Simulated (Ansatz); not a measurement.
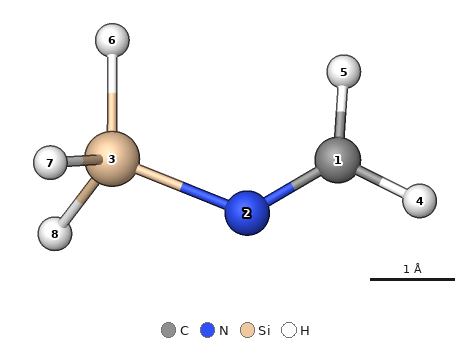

*The input geometry (ball-and-stick view, seen at a tilt; atoms are numbered from 1 in the order of the input).*

**Geometry relaxation, with input and output: CH$_{5}$NSi**

The run: geometry relaxation of CH$_{5}$NSi, SMILES C=N[SiH3]. Method and program: RKS wB97X-V/def2-TZVP (Ansatz 0.2.0).

Figures and captions count atoms from 1; the log counts them from 0 in places.

**What the program printed**
```
The last accepted step is kept in [file] (removed where the run ends without a failure and the disk answers)
Engine: ansatz 0.2.0, aarch64-unknown-linux-gnu
Functional definition: wB97X-V
  parameter omega = 0.3/bohr
  parameter cx = 0.167
  parameter cx1 = 0.603
  parameter cx2 = 1.194
  parameter css0 = 0.556
  parameter css1 = -0.257
  parameter cos0 = 1.219
  parameter cos1 = -1.850
  parameter b = 6.0
  parameter c = 0.01
  exchange = spin_sum(e_x_unif_sr(omega)*poly(b97_u_x, 1 - cx, cx1, cx2)) + cx*exact_x_sr(omega) + exact_x_lr(omega)
  correlation = spin_sum(e_c_pw_same_spin*poly(b97_u_same, css0, css1))
      + integral(e_c_pw_opposite_spin*poly(b97_u_opposite, cos0, cos1)) + vv10(b, c)
807 factors; their error is unknown
261 factors; integrals over basis functions are off by at most 7.2e-7 eV
mean field evaluation 1: about -10481.5079 eV, gradient 3.9e1 eV
mean field evaluation 2: about -10481.0534 eV, gradient 4.2e1 eV
mean field evaluation 4: about -10484.6157 eV, gradient 1.9e0 eV
mean field evaluation 8: about -10484.6330 eV, gradient 6.0e-2 eV
mean field evaluation 16: about -10484.6480 eV, gradient 3.8e-5 eV
mean field -10484.64799226 eV, -385.3037069658 hartree, gradient 3.8e-5 eV, S^2 0.000000; 0 other end points of the search recorded, 0 dependent functions left out
the calculation of the forces begins
reference -10484.64799026 eV, -385.3037068925 hartree; 16, 16 occupied and 113, 113 virtual orbitals, 807 factors
relax step   1: F+E_penalty+E_count = -10484.64799226 eV  Δ(F+E_penalty+E_count) = +0.000e0 eV  max|allowed force component| = 7.245e-1 eV/Å  Δτ_max = 0.0000 Å  (29 SCF iters, accepted)
these checks for a lower state are left out or cut short: starts, cluster_reference, orbital_swaps, neighbouring_geometries, increment
807 factors; their error is unknown
261 factors; integrals over basis functions are off by at most 6.9e-7 eV
mean field -10484.68761849 eV, -385.3051632029 hartree, gradient 9.8e-6 eV, S^2 0.000000; 0 other end points of the search recorded, 0 dependent functions left out
the calculation of the forces begins
reference -10484.68761650 eV, -385.3051631300 hartree; 16, 16 occupied and 113, 113 virtual orbitals, 807 factors
relax step   2: F+E_penalty+E_count = -10484.68761849 eV  Δ(F+E_penalty+E_count) = -3.963e-2 eV  max|allowed force component| = 1.709e-1 eV/Å  Δτ_max = 0.0442 Å  (37 SCF iters, accepted)
these checks for a lower state are left out or cut short: starts, cluster_reference, orbital_swaps, neighbouring_geometries, increment
807 factors; their error is unknown
261 factors; integrals over basis functions are off by at most 6.9e-7 eV
mean field -10484.68364302 eV, -385.3050171072 hartree, gradient 1.0e-5 eV, S^2 0.000000; 0 other end points of the search recorded, 0 dependent functions left out
the calculation of the forces begins
reference -10484.68364104 eV, -385.3050170345 hartree; 16, 16 occupied and 113, 113 virtual orbitals, 807 factors
relax step   3: F+E_penalty+E_count = -10484.68364302 eV  Δ(F+E_penalty+E_count) = +3.975e-3 eV  max|allowed force component| = 3.115e-1 eV/Å  Δτ_max = 0.0291 Å  (35 SCF iters, rejected (line search))
these checks for a lower state are left out or cut short: starts, cluster_reference, orbital_swaps, neighbouring_geometries, increment
807 factors; their error is unknown
261 factors; integrals over basis functions are off by at most 6.9e-7 eV
mean field evaluation 32: about -10484.6666 eV, gradient 7.2e-1 eV
mean field -10484.69118627 eV, -385.3052943165 hartree, gradient 9.9e-6 eV, S^2 0.000000; 0 other end points of the search recorded, 0 dependent functions left out
the calculation of the forces begins
reference -10484.69118429 eV, -385.3052942437 hartree; 16, 16 occupied and 113, 113 virtual orbitals, 807 factors
relax step   4: F+E_penalty+E_count = -10484.69118627 eV  Δ(F+E_penalty+E_count) = -3.568e-3 eV  max|allowed force component| = 8.329e-2 eV/Å  Δτ_max = 0.0139 Å  (36 SCF iters, accepted)
these checks for a lower state are left out or cut short: starts, cluster_reference, orbital_swaps, neighbouring_geometries, increment
807 factors; their error is unknown
261 factors; integrals over basis functions are off by at most 6.9e-7 eV
mean field -10484.69168086 eV, -385.3053124924 hartree, gradient 9.8e-6 eV, S^2 0.000000; 0 other end points of the search recorded, 0 dependent functions left out
the calculation of the forces begins
reference -10484.69167888 eV, -385.3053124197 hartree; 16, 16 occupied and 113, 113 virtual orbitals, 807 factors
relax step   5: F+E_penalty+E_count = -10484.69168086 eV  Δ(F+E_penalty+E_count) = -4.946e-4 eV  max|allowed force component| = 3.696e-2 eV/Å  Δτ_max = 0.0102 Å  (37 SCF iters, accepted)
these checks for a lower state are left out or cut short: starts, cluster_reference, orbital_swaps, neighbouring_geometries, increment
807 factors; their error is unknown
261 factors; integrals over basis functions are off by at most 6.9e-7 eV
mean field -10484.69201955 eV, -385.3053249391 hartree, gradient 9.7e-6 eV, S^2 0.000000; 0 other end points of the search recorded, 0 dependent functions left out
the calculation of the forces begins
reference -10484.69201758 eV, -385.3053248665 hartree; 16, 16 occupied and 113, 113 virtual orbitals, 807 factors
relax step   6: F+E_penalty+E_count = -10484.69201955 eV  Δ(F+E_penalty+E_count) = -3.387e-4 eV  max|allowed force component| = 2.082e-2 eV/Å  Δτ_max = 0.0209 Å  (36 SCF iters, accepted)
these checks for a lower state are left out or cut short: starts, cluster_reference, orbital_swaps, neighbouring_geometries, increment
807 factors; their error is unknown
261 factors; integrals over basis functions are off by at most 6.9e-7 eV
mean field -10484.69209568 eV, -385.3053277366 hartree, gradient 9.8e-6 eV, S^2 0.000000; 0 other end points of the search recorded, 0 dependent functions left out
the calculation of the forces begins
reference -10484.69209370 eV, -385.3053276641 hartree; 16, 16 occupied and 113, 113 virtual orbitals, 807 factors
relax step   7: F+E_penalty+E_count = -10484.69209568 eV  Δ(F+E_penalty+E_count) = -7.613e-5 eV  max|allowed force component| = 2.514e-3 eV/Å  Δτ_max = 0.0028 Å  (37 SCF iters, accepted)
807 factors; their error is unknown
261 factors; integrals over basis functions are off by at most 6.9e-7 eV
mean field evaluation 64: about -10484.6186 eV, gradient 4.6e0 eV
```

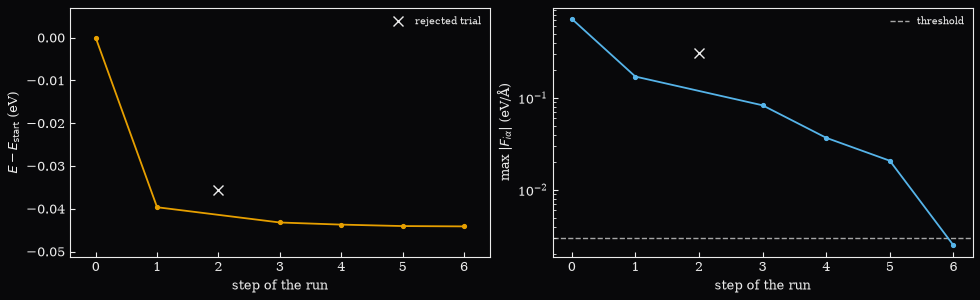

*Progress of the relaxation, step by step (the first geometry is step 0 here and step 1 in the log).*

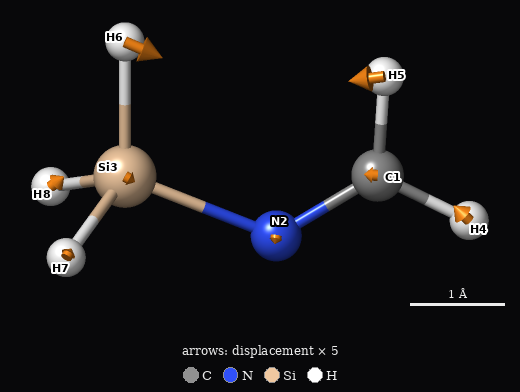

*The starting structure with the displacements as orange arrows, magnified 5 times (ball-and-stick view, seen at a tilt). The two geometries are laid on each other by the best rigid fit.*

The largest move after the best rigid fit is that of H6, 0.089 Å. By element the largest moves are H 0.089 Å, C 0.030 Å, Si 0.025 Å, N 0.018 Å. Among the contacts that change: Si3–H6 1.515 → 1.492 Å, N2–Si3 1.770 → 1.748 Å, Si3–H7 1.502 → 1.481 Å, C1–H4 1.116 → 1.097 Å. Over 6 geometry steps the energy falls by 0.044 eV. The largest force component goes from 0.72 to 0.0025 eV/Å. The line search rejected the trial step at point 2 (counted from 0) and went back. (Atoms are counted from 1 in the order of the input.)

```
mean field -10484.69209568 eV, -385.3053277366 hartree, gradient 7.4e-5 eV, S^2 0.000000; 1 other end points of the search recorded, 0 dependent functions left out
the calculation of the forces begins
reference -10484.69209370 eV, -385.3053276640 hartree; 16, 16 occupied and 113, 113 virtual orbitals, 807 factors
Total energy: -10484.69209370 eV, -385.3053276640 hartree
Atom 0 at    -1.001310     0.538097    -0.991684 Å, force    -0.001126     0.000854    -0.000729 eV/Å
Atom 1 at    -0.182059    -0.391668    -0.764842 Å, force    -0.000065     0.000152    -0.000410 eV/Å
Atom 2 at     0.780628    -0.488088     0.691314 Å, force     0.000976     0.000689     0.002514 eV/Å
Atom 3 at    -1.580944     0.551109    -1.922635 Å, force    -0.001271     0.000731    -0.001141 eV/Å
Atom 4 at    -1.190775     1.375880    -0.300092 Å, force     0.000117    -0.000469     0.000053 eV/Å
Atom 5 at     0.505126     0.654725     1.610584 Å, force     0.000138    -0.001099    -0.001431 eV/Å
Atom 6 at     2.209909    -0.477721     0.302466 Å, force     0.000659    -0.000538     0.000657 eV/Å
Atom 7 at     0.459425    -1.762335     1.374876 Å, force     0.000573    -0.000320     0.000487 eV/Å
Dipole moment:    -0.157803     0.266510     0.060740 e Å
```

**Trajectory as extended XYZ (Å, eV, eV/Å), 7 frames, from step=1 to step=7**
```
8
Properties=species:S:1:pos:R:3:forces:R:3 step=1 energy=-10484.64799
C    -1.0200    0.5485   -1.0125    0.2180  -0.2114   0.0711
N    -0.1930   -0.3833   -0.7528   -0.4179   0.7245   0.1990
Si    0.7901   -0.4898    0.7146   -0.0375  -0.0037  -0.1344
H    -1.6011    0.5351   -1.9654    0.3482  -0.0369   0.5181
H    -1.2311    1.4276   -0.3464    0.1832  -0.5437  -0.3024
H     0.5478    0.6451    1.6880    0.0217  -0.2825  -0.2957
H     2.2321   -0.4852    0.2939   -0.3656   0.0188   0.1025
H     0.4752   -1.7979    1.3807    0.0499   0.3348  -0.1581
8
Properties=species:S:1:pos:R:3:forces:R:3 step=2 energy=-10484.68762
C    -1.0053    0.5442   -1.0008   -0.1195   0.0322  -0.0032
N    -0.1918   -0.3856   -0.7523    0.1005   0.0762   0.1709
Si    0.7865   -0.4886    0.7047   -0.1211   0.0073  -0.1599
H    -1.5827    0.5377   -1.9395    0.0970   0.0140   0.1347
H    -1.2096    1.3985   -0.3249    0.0803  -0.1409  -0.0877
H     0.5280    0.6434    1.6486    0.0034  -0.0512  -0.0680
H     2.2131   -0.4751    0.2908   -0.0762  -0.0078   0.0393
H     0.4618   -1.7745    1.3734    0.0355   0.0702  -0.0260
8
Properties=species:S:1:pos:R:3:forces:R:3 step=3 energy=-10484.68364 accepted=F
C    -1.0216    0.5278   -0.9830    0.2827   0.3115  -0.2484
N    -0.1923   -0.3897   -0.7520   -0.0085  -0.1550   0.1041
Si    0.7812   -0.4882    0.6976   -0.0503  -0.0042  -0.0515
H    -1.5674    0.5503   -1.9342   -0.1315  -0.0782   0.0671
H    -1.1868    1.3939   -0.3213   -0.1122  -0.0791   0.0968
H     0.5134    0.6454    1.6277   -0.0083   0.0238   0.0144
H     2.2047   -0.4712    0.2941    0.0293   0.0017  -0.0067
H     0.4689   -1.7682    1.3710   -0.0012  -0.0205   0.0241
8
Properties=species:S:1:pos:R:3:forces:R:3 step=4 energy=-10484.69119
C    -1.0045    0.5423   -0.9967   -0.0617   0.0285  -0.0214
N    -0.1892   -0.3852   -0.7530    0.0833  -0.0390   0.0759
Si    0.7823   -0.4881    0.6999   -0.0447   0.0038  -0.0784
H    -1.5794    0.5399   -1.9313    0.0055   0.0106   0.0069
H    -1.2012    1.3915   -0.3211    0.0231  -0.0109   0.0137
H     0.5213    0.6438    1.6363   -0.0112   0.0065  -0.0109
H     2.2069   -0.4750    0.2941    0.0021  -0.0028   0.0099
H     0.4638   -1.7692    1.3717    0.0036   0.0032   0.0043
8
Properties=species:S:1:pos:R:3:forces:R:3 step=5 energy=-10484.69168
C    -1.0043    0.5408   -0.9945   -0.0144   0.0191  -0.0168
N    -0.1876   -0.3865   -0.7541    0.0288  -0.0370   0.0053
Si    0.7813   -0.4883    0.6968   -0.0111   0.0047  -0.0164
H    -1.5786    0.5427   -1.9287   -0.0110   0.0043  -0.0059
H    -1.1971    1.3878   -0.3160    0.0048   0.0051   0.0227
H     0.5157    0.6461    1.6282   -0.0070   0.0119   0.0011
H     2.2068   -0.4755    0.2962    0.0109  -0.0010   0.0027
H     0.4638   -1.7672    1.3721   -0.0010  -0.0071   0.0073
8
Properties=species:S:1:pos:R:3:forces:R:3 step=6 energy=-10484.69202
C    -1.0007    0.5371   -0.9922    0.0003  -0.0077  -0.0096
N    -0.1822   -0.3934   -0.7646   -0.0169   0.0208  -0.0032
Si    0.7803   -0.4876    0.6923   -0.0040   0.0004  -0.0072
H    -1.5820    0.5522   -1.9225    0.0132  -0.0143   0.0044
H    -1.1886    1.3753   -0.3015   -0.0019   0.0131   0.0142
H     0.5056    0.6545    1.6133   -0.0021  -0.0057  -0.0107
H     2.2086   -0.4758    0.3010    0.0075  -0.0022   0.0049
H     0.4589   -1.7623    1.3742    0.0038  -0.0043   0.0071
8
Properties=species:S:1:pos:R:3:forces:R:3 step=7 energy=-10484.69210
C    -1.0013    0.5381   -0.9917   -0.0011   0.0009  -0.0007
N    -0.1821   -0.3917   -0.7648   -0.0001   0.0002  -0.0004
Si    0.7806   -0.4881    0.6913    0.0010   0.0007   0.0025
H    -1.5809    0.5511   -1.9226   -0.0013   0.0007  -0.0011
H    -1.1908    1.3759   -0.3001    0.0001  -0.0005   0.0001
H     0.5051    0.6547    1.6106    0.0001  -0.0011  -0.0014
H     2.2099   -0.4777    0.3025    0.0007  -0.0005   0.0007
H     0.4594   -1.7623    1.3749    0.0006  -0.0003   0.0005
```

The run was set up as follows.

**Input file**
```yaml
crystal:
  periodic: [false, false, false]
  atoms:
    - { symbol: C, position_ang: [-1.020037, 0.548457, -1.012548] }
    - { symbol: "N", position_ang: [-0.193028, -0.383289, -0.752815] }
    - { symbol: Si, position_ang: [0.790126, -0.489799, 0.714588] }
    - { symbol: H, position_ang: [-1.601052, 0.535066, -1.965439] }
    - { symbol: H, position_ang: [-1.231073, 1.427617, -0.346401] }
    - { symbol: H, position_ang: [0.547751, 0.64507, 1.688001] }
    - { symbol: H, position_ang: [2.232144, -0.485211, 0.293863] }
    - { symbol: H, position_ang: [0.475168, -1.797912, 1.380739] }
basis:
  gaussian: { orbitals: def2-TZVP }
hamiltonian:
  xc: { name: wB97X-V }
output:
  forces: true
relax:
  f_tol: 0.003
  max_steps: 120
```

Launched with:
```bash
ansatz run input.yaml --threads 1 --pin off --max-ram 2560MiB --backend cpu --events-out ev --progress --plain --runs-dir out
```

**Results in brief**

```tsv
quantity	value
outcome	converged
total energy	−10484.6921 eV
mean-field energy	−10484.6921 eV
largest force (length of the vector) at the end	0.003 eV/Å
hardware	1 thread of Arm Neoverse N1, 16 GiB of memory available, shared host
wall time	2.5 min
peak memory	0.3 GiB
```
